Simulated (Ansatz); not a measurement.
# Calculations on GaNH4

## 1. Relaxation

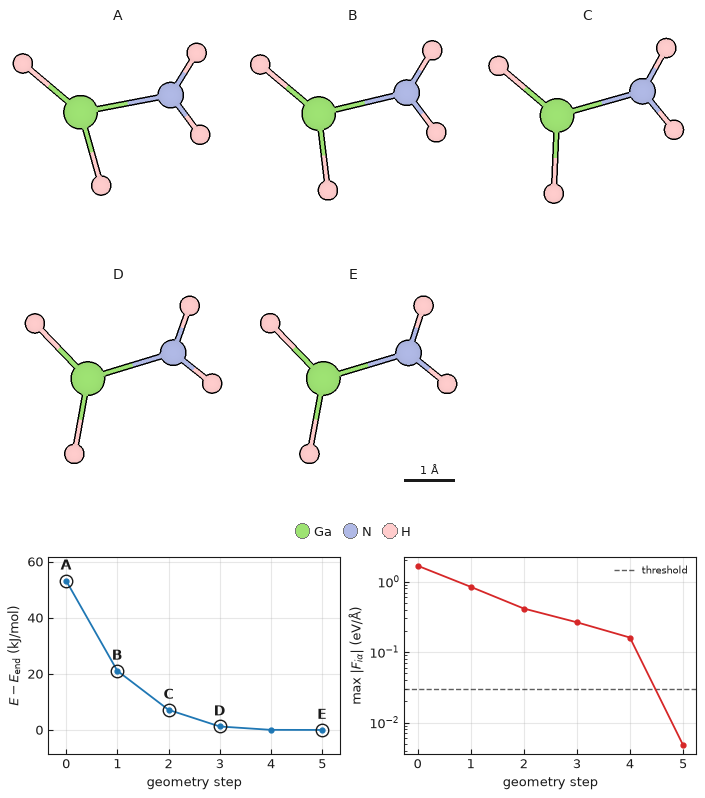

Frames of a relaxation of GaNH4, marked on the history of the run. Style: ball-and-stick. Shown face on.

The run prepares an end point of a later path (reaction) calculation, from a guessed geometry.

Computed with Ansatz 0.2.0, RKS BHLYP/def2-SVP.

The input:
```yaml
crystal:
  periodic: [false, false, false]
  atoms:
    - { symbol: Ga, position_ang: [0.35704, 0.014744, -0.008235] }
    - { symbol: "N", position_ang: [0.97132, -0.00921, 1.750501] }
    - { symbol: H, position_ang: [0.498968, -0.12062, 2.632686] }
    - { symbol: H, position_ang: [1.970361, 0.02541, 1.864769] }
    - { symbol: H, position_ang: [1.849058, 0.168752, -0.387168] }
    - { symbol: H, position_ang: [-1.083347, -0.079076, -0.529853] }
basis:
  gaussian: { orbitals: def2-SVP }
hamiltonian:
  xc: { name: BHLYP }
relax:
  f_tol: 0.03
  max_steps: 50
output:
  orbitals: {}
```

Command:
```bash
ansatz run input.yaml --threads 1 --pin off --max-ram 2048MiB --backend cpu --events-out ev --progress --plain --runs-dir out
```

Q: What happens along the run?

A: Over 5 geometry steps the energy falls by 53.2 kJ/mol. The largest force component goes from 1.7 to 0.0048 eV/Å. The largest move after the best rigid fit is that of H5, 0.58 Å. By element the largest moves are H 0.58 Å, Ga 0.22 Å, N 0.07 Å. Among the contacts that change: Ga1–N2 1.863 → 1.808 Å, Ga1–H6 1.535 → 1.559 Å, Ga1–H5 1.547 → 1.559 Å. Bond angles that change, for instance: N2–Ga1–H5 85.1° → 117.1°, H5–Ga1–H6 145.9° → 125.7°, N2–Ga1–H6 129.0° → 117.1°. Cost: 11 s on 1 thread of Arm Neoverse V2, with other jobs on the host, peak memory 0.12 GiB. From step 0 to 1: H5 moves most (0.20 Å), energy −32.1 kJ/mol. From step 1 to 2: H5 moves most (0.20 Å), energy −13.9 kJ/mol. From step 2 to 3: H4 moves most (0.20 Å), energy −5.93 kJ/mol. From step 3 to 5: Ga1 moves most (0.04 Å), energy −1.23 kJ/mol.

```json
{"step": "0", "E − E(0), kJ/mol": "0.00", "largest force component, eV/Å": "1.6854"}
{"step": "1", "E − E(0), kJ/mol": "-32.13", "largest force component, eV/Å": "0.8457"}
{"step": "2", "E − E(0), kJ/mol": "-46.06", "largest force component, eV/Å": "0.4156"}
{"step": "3", "E − E(0), kJ/mol": "-51.99", "largest force component, eV/Å": "0.2652"}
{"step": "4", "E − E(0), kJ/mol": "-53.20", "largest force component, eV/Å": "0.1610"}
{"step": "5", "E − E(0), kJ/mol": "-53.23", "largest force component, eV/Å": "0.0048"}
```

## 2. Relaxation

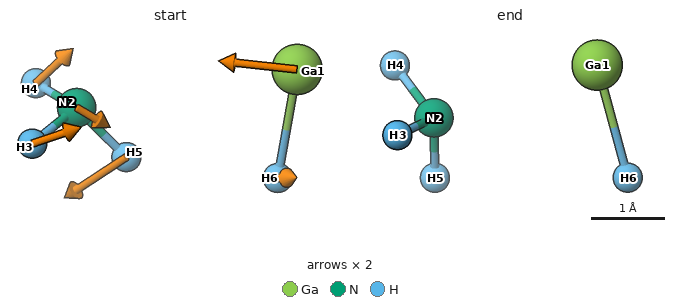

The structure of GaNH₄ before (left) and after (right) a relaxation, at one scale. The orange arrows give the displacements, 2 times their true length.

A ball-and-stick model, seen at a tilt.

The run prepares an end point of a later path (reaction) calculation, from a guessed geometry.

Computed with RKS BHLYP/def2-SVP (Ansatz 0.2.0). Set-up: no spin polarisation; force threshold 0.03 eV/Å; at most 50 steps.

Question: What changed between the two?

Answer: The energy falls by 30.4 kJ/mol in 6 accepted moves (7 points after the start). The largest force component goes from 0.79 to 0.021 eV/Å. The line search rejected the trial step at point 5 of the run. H5 moves most after the best rigid fit: 0.61 Å. By element the largest moves are H 0.61 Å, Ga 0.56 Å, N 0.29 Å. Among the contacts that change: Ga1–N2 3.116 → 2.417 Å, N2–H5 1.033 → 1.012 Å, Ga1–H6 1.689 → 1.679 Å.

## 3. Path

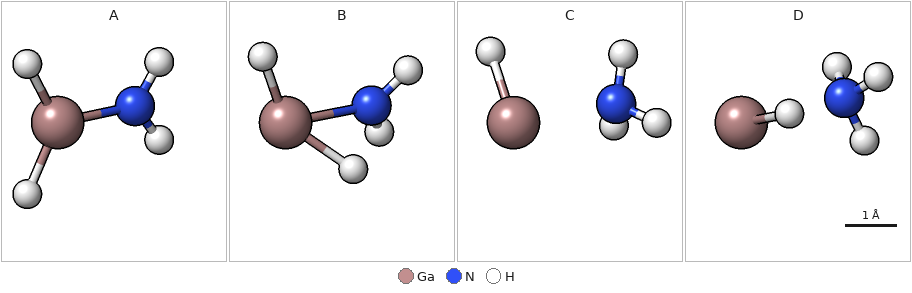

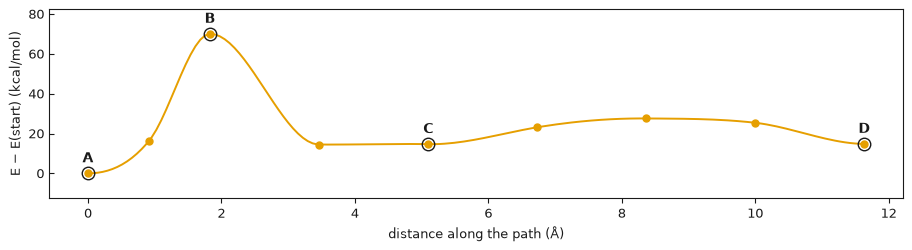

NEB run on GaNH$_{4}$. Images are numbered from 0 (start) to 8 (end). Frames A to D are images 0, 2, 4, 8. A ball-and-stick model, seen at a tilt.

All numbers below come from Ansatz 0.2.0, RKS BHLYP/def2-SVP.

Input file:
```yaml
crystal:
  periodic: [false, false, false]
  atoms:
    - { symbol: Ga, position_ang: [0.564166, 0.030232, 0.054464] }
    - { symbol: "N", position_ang: [0.978893, -0.033775, 1.812726] }
    - { symbol: H, position_ang: [0.303822, -0.130797, 2.552152] }
    - { symbol: H, position_ang: [1.914485, 0.02271, 2.177813] }
    - { symbol: H, position_ang: [1.746192, 0.183915, -0.949825] }
    - { symbol: H, position_ang: [-0.944158, -0.072286, -0.32463] }
basis:
  gaussian: { orbitals: def2-SVP }
hamiltonian:
  xc: { name: BHLYP }
neb:
  order_check: false
  images: 7
  f_tol: 0.05
  max_iterations: 60
  final_atoms:
    - { symbol: Ga, position_ang: [-0.48761287, -1.20876815, 0.2625798] }
    - { symbol: "N", position_ang: [1.21223387, 0.12799431, 1.34210518] }
    - { symbol: H, position_ang: [0.82809391, 0.59002697, 2.15819822] }
    - { symbol: H, position_ang: [1.99568184, -0.42927094, 1.65932377] }
    - { symbol: H, position_ang: [1.56064247, 0.84585896, 0.71998167] }
    - { symbol: H, position_ang: [-0.54563923, 0.07415785, -0.81948864] }
  initial_path:
    images:
      - { positions_ang: [[0.564166, 0.030232, 0.054464], [0.978893, -0.033775, 1.812726], [0.303822, -0.130797, 2.552152], [1.914485, 0.02271, 2.177813], [1.746192, 0.183915, -0.949825], [-0.944158, -0.072286, -0.32463]] }
      - { positions_ang: [[0.42442433, 0.02575955, 0.03976153], [1.08015247, -0.02787075, 1.76431611], [0.35332655, -0.16777893, 2.44960973], [2.00080129, 0.07967009, 2.17239533], [1.75025604, 0.13731653, -0.66062265], [-1.04556068, -0.04709749, -0.44276005]] }
      - { positions_ang: [[0.28468266, 0.0212871, 0.02505906], [1.18141193, -0.0219665, 1.71590623], [0.40283111, -0.20476086, 2.34706745], [2.08711758, 0.13663017, 2.16697767], [1.75432009, 0.09071807, -0.37142031], [-1.14696337, -0.02190897, -0.56089011]] }
      - { positions_ang: [[0.14494099, 0.01681464, 0.01035659], [1.2826714, -0.01606226, 1.66749634], [0.45233566, -0.24174279, 2.24452518], [2.17343387, 0.19359026, 2.16156], [1.75838413, 0.0441196, -0.08221796], [-1.24836605, 0.00327954, -0.67902016]] }
      - { positions_ang: [[0.00519931, 0.01234219, -0.00434588], [1.38393086, -0.01015801, 1.61908646], [0.50184021, -0.27872472, 2.14198291], [2.25975016, 0.25055034, 2.15614233], [1.76244817, -0.00247886, 0.20698439], [-1.34976873, 0.02846806, -0.79715021]] }
      - { positions_ang: [[-0.11800373, -0.29293539, 0.06238554], [1.34100662, 0.02438007, 1.54984114], [0.58340364, -0.0615368, 2.14603674], [2.19373308, 0.08059502, 2.03193769], [1.71199675, 0.20960559, 0.33523371], [-1.14873636, 0.03989051, -0.80273482]] }
      - { positions_ang: [[-0.24120678, -0.59821298, 0.12911696], [1.29808237, 0.05891815, 1.48059582], [0.66496706, 0.15565113, 2.15009057], [2.127716, -0.0893603, 1.90773305], [1.66154532, 0.42169005, 0.46348303], [-0.94770398, 0.05131296, -0.80831942]] }
      - { positions_ang: [[-0.36440982, -0.90349057, 0.19584838], [1.25515812, 0.09345623, 1.4113505], [0.74653048, 0.37283905, 2.15414439], [2.06169892, -0.25931562, 1.78352841], [1.6110939, 0.63377451, 0.59173235], [-0.74667161, 0.0627354, -0.81390403]] }
      - { positions_ang: [[-0.48761287, -1.20876815, 0.2625798], [1.21223387, 0.12799431, 1.34210518], [0.82809391, 0.59002697, 2.15819822], [1.99568184, -0.42927094, 1.65932377], [1.56064247, 0.84585896, 0.71998167], [-0.54563923, 0.07415785, -0.81948864]] }
```

Run as
```bash
ansatz run input.yaml --threads 1 --pin off --max-ram 2048MiB --backend cpu --events-out ev --progress --plain --runs-dir out
```

Describe the mechanism and the energy profile.

Answer. The highest point, image 2, lies 70.0 kcal/mol above the start and 55.2 kcal/mol above the end; the end is at +14.8 kcal/mol relative to the start. The path has more than one stage, and so few images may leave a stage unresolved. Breaking: Ga–H (1.56 → 2.94 Å), Ga–N (1.81 → 2.42 Å). Forming: H–N (2.88 → 1.01 Å). The band converged in 31 iterations. The largest component of the band force went from 6.9 to 0.037 eV/Å. The climbing image converged on the top of the path. Its vibrational analysis gives one imaginary mode (1591i cm⁻¹), as a transition state must have.
